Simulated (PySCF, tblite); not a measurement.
# C₂H₅F₃OSi: geometry, infrared bands and NMR shifts

What infrared bands and NMR shifts should C₂H₅F₃OSi (`FC(F)(F)CO[SiH3]`) show?

The runs use tblite 0.8.0 and PySCF 2.14.0, with density-fitted response routines of our own; the level of theory stands in each step. All values are computed, except where a source is named. Atoms are numbered from 0 throughout.

**1. The starting structure**

12 atoms, charge 0, multiplicity 1; geometry from: force field or distance geometry start.

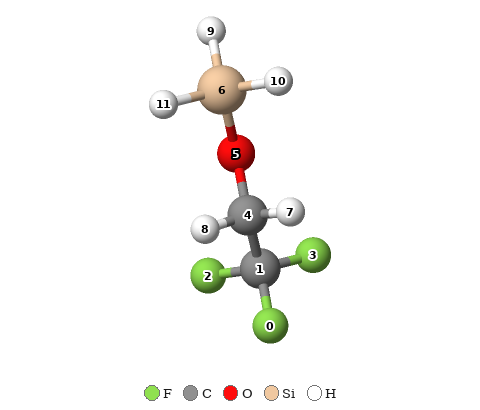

The starting geometry (fluorine green, carbon grey, oxygen red, silicon light orange, hydrogen white), atoms numbered; sticks join atoms by distance.

**2. Optimising the geometry with GFN2-xTB**

The job: settings as JSON, then the geometry in Å.

```
{"job": {"kind": "relax", "xc": "GFN2-xTB", "basis": "xTB"}, "charge": 0, "multiplicity": 1}
F     -2.843600    -0.161600    -0.623300
C     -1.895900    -0.174100     0.322600
F     -1.988500    -1.359700     0.989200
F     -2.170100     0.822600     1.195500
C     -0.515600    -0.007700    -0.296400
O      0.526600    -0.022200     0.671900
Si     2.101000     0.157800     0.151800
H     -0.494300     0.953000    -0.841600
H     -0.355800    -0.823400    -1.022400
H      3.016700     0.109800     1.319200
H      2.216100     1.448500    -0.555800
H      2.404400    -0.943600    -0.792700
```

Launch:

```console
OMP_NUM_THREADS=1 python probes_run.py task.json out
```

This one command runs all jobs of the session in turn.

Log:

```text
step      E/eV     max force
  0    -731.37475    1.076
  1    -731.43071    0.590
  2    -731.45870    0.416
  3    -731.46951    0.373
  4    -731.47943    0.348
  5    -731.48783    0.317
  6    -731.50119    0.330
  7    -731.51230    0.289
  8    -731.51981    0.221
  9    -731.52394    0.231
 10    -731.52701    0.212
 11    -731.53044    0.184
 12    -731.53481    0.191
 13    -731.53961    0.198
 14    -731.54360    0.175
 15    -731.54636    0.179
 16    -731.54857    0.149
 17    -731.55066    0.117
 18    -731.55284    0.136
 19    -731.55529    0.141
 20    -731.55809    0.141
 21    -731.56114    0.142
 22    -731.56393    0.126
 23    -731.56605    0.125
 24    -731.56768    0.098
 25    -731.56911    0.101
 26    -731.57033    0.091
 27    -731.57109    0.070
 28    -731.57140    0.038
 29    -731.57154    0.027
 30    -731.57163    0.030
 31    -731.57170    0.022
 32    -731.57172    0.011
 33    -731.57173    0.009
```

It took 0.28 s on 1 thread of Arm Neoverse N1, shared host.

The steps of the relaxation: (not every step is listed)

```
step  energy from step 0 (eV)  largest force (eV/Å)
   0                   0.0000                1.0759
   1                  -0.0560                0.5899
   2                  -0.0840                0.4161
   3                  -0.0948                0.3731
   4                  -0.1047                0.3477
   5                  -0.1131                0.3174
   6                  -0.1264                0.3298
   7                  -0.1376                0.2891
   8                  -0.1451                0.2206
  10                  -0.1523                0.2118
  12                  -0.1601                0.1914
  14                  -0.1689                0.1748
  16                  -0.1738                0.1492
  18                  -0.1781                0.1364
  20                  -0.1833                0.1410
  22                  -0.1892                0.1262
  24                  -0.1929                0.0984
  26                  -0.1956                0.0915
  28                  -0.1967                0.0377
  29                  -0.1968                0.0275
  30                  -0.1969                0.0302
  31                  -0.1970                0.0217
  32                  -0.1970                0.0108
  33                  -0.1970                0.0090
```

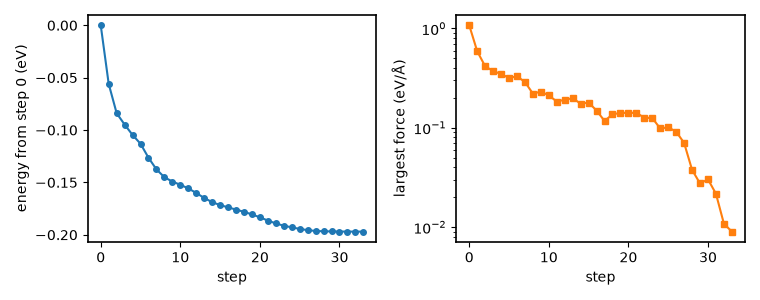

Energy and largest force along the relaxation.

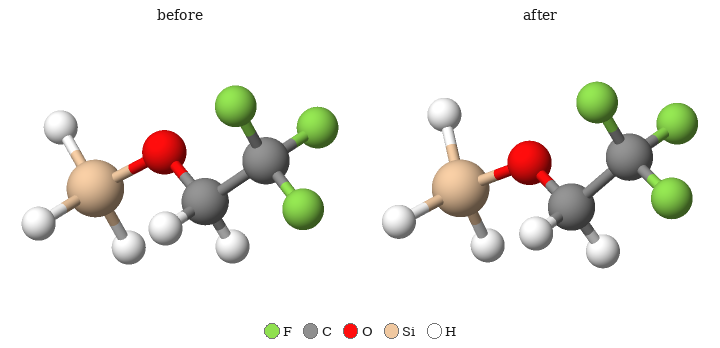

The geometry before (left) and after (right).

Distances of close pairs at the start and the end, largest changes first:

```
   bond  before (Å)  after (Å)  change (Å)
  C4–O5       1.423      1.377      -0.046
 Si6–H9       1.484      1.449      -0.035
 O5–Si6       1.668      1.634      -0.034
  C1–F2       1.363      1.335      -0.029
  C1–F3       1.353      1.335      -0.018
Si6–H11       1.482      1.465      -0.017
Si6–H10       1.476      1.465      -0.011
  C4–H7       1.105      1.098      -0.007
```

The next job starts from the end point, and lists it.

**3. Vibrational analysis with GFN2-xTB**

The job: settings as JSON, then the geometry in Å.

```
{"job": {"kind": "ir", "xc": "GFN2-xTB", "basis": "xTB"}, "charge": 0, "multiplicity": 1}
F     -2.886952    -0.182631    -0.451369
C     -1.825133    -0.177182     0.374030
F     -1.856935    -1.328745     1.048188
F     -2.029690     0.803368     1.256313
C     -0.530594     0.004326    -0.413878
O      0.530922     0.001062     0.462601
Si     2.124029     0.158164     0.135751
H     -0.608464     0.953755    -0.959769
H     -0.467448    -0.820006    -1.136284
H      2.620068     0.062100     1.494041
H      2.373685     1.439699    -0.528745
H      2.557709    -0.914597    -0.762776
```

Log:

```text
mode    cm-1     km/mol
  1      24.3      0.00
  2      62.8      3.16
  3     110.1      1.53
  4     163.2      2.72
  5     218.6      0.64
  6     320.0      1.46
  7     340.5      8.88
  8     472.0      9.10
  9     484.7     15.97
 10     587.3     31.67
 11     599.4     59.26
 12     627.9     68.85
 13     729.3    215.51
 14     789.0    213.37
 15     814.9     99.73
 16     826.2     35.86
 17     831.5    325.56
 18     932.6     62.90
 19    1071.0    293.77
 20    1115.0    164.51
 21    1167.5    280.94
 22    1207.1    113.62
 23    1226.2     92.90
 24    1326.5      3.72
 25    1446.2      1.68
 26    2230.9    369.40
 27    2261.9    161.69
 28    2390.5    212.91
 29    2905.3     21.34
 30    2920.6     30.82
```

It took 0.47 s on 1 thread of Arm Neoverse N1, shared host.

The strongest bands and the atoms that carry them (share of the mass-weighted mode):

```
cm⁻¹  km/mol                               atoms
 729   215.5         H9 60 %, H11 17 %, H10 17 %
 789   213.4         H10 31 %, H11 31 %, H9 23 %
 832   325.6                  H10 40 %, H11 40 %
1071   293.8                    C1 73 %, F0 19 %
1115   164.5  C1 46 %, H7 14 %, H8 14 %, C4 12 %
1168   280.9           O5 34 %, C1 30 %, C4 27 %
2231   369.4                  H11 48 %, H10 48 %
2390   212.9                             H9 97 %
```

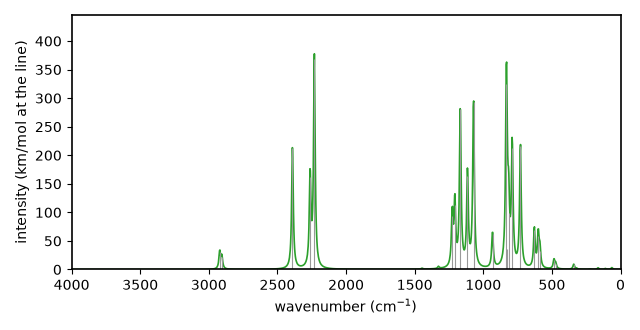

The infrared spectrum from these modes, unscaled. Lines are broadened to a width of 14 cm⁻¹ (Lorentzian).

**4. Nuclear shieldings: PBE0/pcSseg-1**

The job, as its differences from that of step 3:

```diff
@@ -1,2 +1,2 @@
-{"job": {"kind": "ir", "xc": "GFN2-xTB", "basis": "xTB"}, "charge": 0, "multiplicity": 1}
+{"job": {"kind": "nmr", "xc": "PBE0", "basis": "pcSseg-1"}, "charge": 0, "multiplicity": 1}
 F     -2.886952    -0.182631    -0.451369
```

Level: GIAO PBE0/pcSseg-1 NMR shielding, non-relativistic, gas phase.

Log:

```text
coarse grid: 11240 points
cycle   1  E = -742.6146529714  dE =  1.032e+00  |g| = 1.043e+00  |ddm| = 2.989e+00
cycle   2  E = -742.3845662867  dE =  2.301e-01  |g| = 1.598e+00  |ddm| = 1.520e+00
cycle   3  E = -742.7953414717  dE = -4.108e-01  |g| = 7.717e-02  |ddm| = 1.010e+00
cycle   4  E = -742.7958400549  dE = -4.986e-04  |g| = 5.853e-02  |ddm| = 8.418e-02
cycle   5  E = -742.7963898145  dE = -5.498e-04  |g| = 9.456e-03  |ddm| = 3.970e-02
cycle   6  E = -742.7964024675  dE = -1.265e-05  |g| = 2.089e-03  |ddm| = 6.608e-03
cycle   7  E = -742.7964033341  dE = -8.666e-07  |g| = 4.314e-04  |ddm| = 1.783e-03
final grid: 107224 points
cycle   8  E = -742.8664673700  dE = -3.420e-05  |g| = 9.156e-03  |ddm| = 1.745e-02
cycle   9  E = -742.8664527425  dE =  1.463e-05  |g| = 1.321e-02  |ddm| = 1.214e-02
cycle  10  E = -742.8664816660  dE = -2.892e-05  |g| = 7.563e-04  |ddm| = 7.430e-03
cycle  11  E = -742.8664817771  dE = -1.111e-07  |g| = 2.713e-04  |ddm| = 8.347e-04
cycle  12  E = -742.8664817902  dE = -1.311e-08  |g| = 8.853e-05  |ddm| = 2.173e-04
cycle  13  E = -742.8664817912  dE = -1.010e-09  |g| = 1.882e-05  |ddm| = 5.148e-05
cycle  14  E = -742.8664817913  dE = -6.207e-11  |g| = 3.866e-06  |ddm| = 1.488e-05
converged SCF energy = -742.8664817913

GIAO shielding tensors (ppm)
atom      isotropic    diamagn.    paramagn.     s11        s22        s33       span
  0 F      263.370     470.525    -207.155    177.296    264.384    348.432    171.136
  1 C       53.980     242.551    -188.570     50.521     53.658     57.762      7.240
  2 F      263.331     472.796    -209.465    180.009    265.117    344.868    164.859
  3 F      263.292     472.761    -209.470    179.982    264.957    344.936    164.954
  4 C      118.675     244.820    -126.144     98.874    106.353    150.798     51.924
  5 O      335.849     398.037     -62.188    284.154    351.158    372.235     88.082
  6 Si     379.931     879.905    -499.974    336.507    340.031    463.256    126.749
  7 H       27.687      29.458      -1.771     23.499     27.895     31.666      8.167
  8 H       27.689      29.478      -1.789     23.495     27.901     31.672      8.177
  9 H       26.756      29.416      -2.660     22.914     25.294     32.059      9.146
 10 H       26.764      29.234      -2.470     23.488     25.103     31.702      8.215
 11 H       26.764      29.240      -2.476     23.489     25.104     31.700      8.211
```

Run time: 31 s. Hardware: 1 thread of Arm Neoverse N1, shared host; peak memory 0.71 GiB.

The references, computed at this level on geometries of the same kind, shield at (ppm): ¹H TMS 31.72, ¹³C TMS 186.9, ²⁹Si TMS 349.2, ¹⁹F CFCl3 170.9, ¹⁷O H2O 336.1. Their shielding less the atom's gives the shift. The references are single molecules in the gas phase, so shifts against H2O, NH3, PH3, H3PO4 or CFCl3 are not on the usual liquid scales and can be off by tens of ppm. Atoms listed in one row are averaged.

```
       atoms                         environment  σ (ppm)  δ (ppm)  δ scaled to CDCl3
          C1                          CF3 carbon     54.0    132.9              127.8
          C4                 sp3 CH2 bonded to O    118.7     68.2               64.7
H9, H10, H11   hydrogen on a silicon bonded to O    26.76     4.96                  –
      H7, H8  hydrogen on an sp3 CH2 bonded to O    27.69     4.03               3.90
  F0, F2, F3             fluorine of a CF3 group    263.3    -92.4                  –
          O5              oxygen bonded to C, Si    335.8      0.2                  –
         Si6            silicon bonded to O, 3 H    379.9    -30.8                  –
```

The scaled column applies a straight-line fit of computed shieldings to shifts measured in CDCl3, and one for carbons that bear F (root-mean-square error 0.16 ppm for H, 1.9 ppm for C).

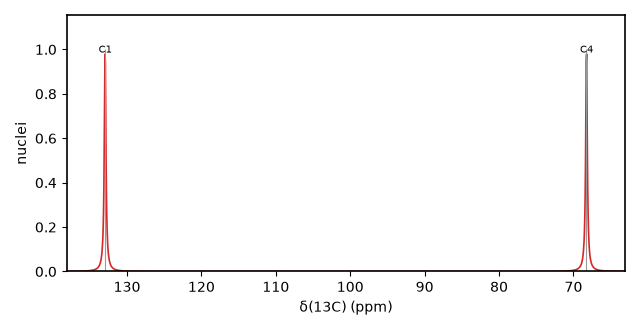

¹³C lines at the computed shifts, without couplings. Lines are broadened to a width of 0.26 ppm (Lorentzian).

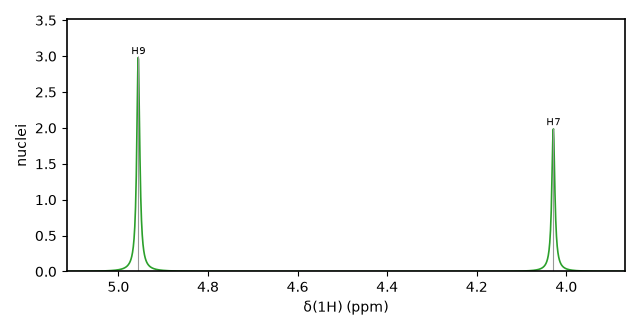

¹H lines at the computed shifts, without couplings. Lines are broadened to a width of 0.01 ppm (Lorentzian).

Charges from the same density, by scheme (e):

```
     atoms  Mulliken    IAO  Hirshfeld  ESP fit
F0, F2, F3     -0.27  -0.28      -0.10    -0.19
        C1      0.76   0.81       0.25     0.57
        C4      0.05  -0.09      -0.01    -0.18
        O5     -0.64  -0.63      -0.22    -0.37
       Si6      0.71   0.88       0.40     0.63
```

ESP fit charges:

```
atom  value (e)
  F0      -0.22
  C1       0.57
  F2      -0.18
  F3      -0.18
  C4      -0.18
  O5      -0.37
 Si6       0.63
  H7       0.14
  H8       0.14
  H9      -0.11
 H10      -0.12
 H11      -0.12
```

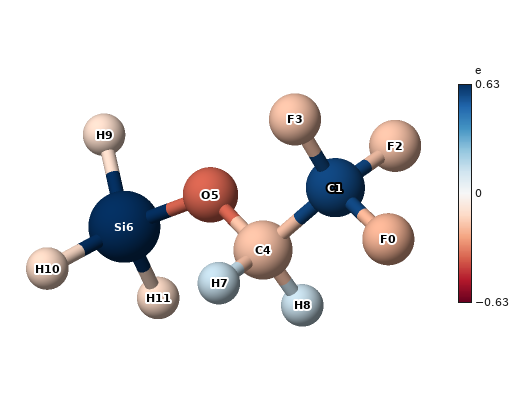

ESP fit charges, as colours on the atoms.

Mayer bond orders: F0–C1 0.99, C1–F2 1.02, C1–F3 1.02, C1–C4 0.99, C4–O5 0.93, O5–Si6 0.92.

**5. Results**

| quantity | value |
| --- | --- |
| strongest single infrared mode (GFN2-xTB) | 2231 cm⁻¹, 369 km/mol |
| zero-point energy (GFN2-xTB) | 43.2 kcal/mol |
| ¹³C shifts against TMS (PBE0/pcSseg-1) | 132.9, 68.2 ppm |
| ¹H shifts against TMS (PBE0/pcSseg-1, means over atoms taken as alike) | 4.96, 4.03 ppm |
| ¹⁹F shifts against CFCl3 (PBE0/pcSseg-1, means over atoms taken as alike) | -92.4 ppm |
| ¹⁷O shifts against H2O (PBE0/pcSseg-1) | 0.2 ppm |
| ²⁹Si shifts against TMS (PBE0/pcSseg-1) | -30.8 ppm |

Relaxing lowered the energy by 0.197 eV in 33 steps; the close pair that moved most is C4–O5, from 1.423 to 1.377 Å. No mode is imaginary among the 30: a minimum at this level. The strongest single mode, at 2231 cm⁻¹, moves mainly H11 and H10. Unscaled tight-binding wavenumbers are off by several per cent, some by more. Its intensities can rank the bands wrongly. At PBE0/pcSseg-1: Shielding is most anisotropic at F0, F2, F3 (span 167 ppm, paramagnetic term -209 ppm).
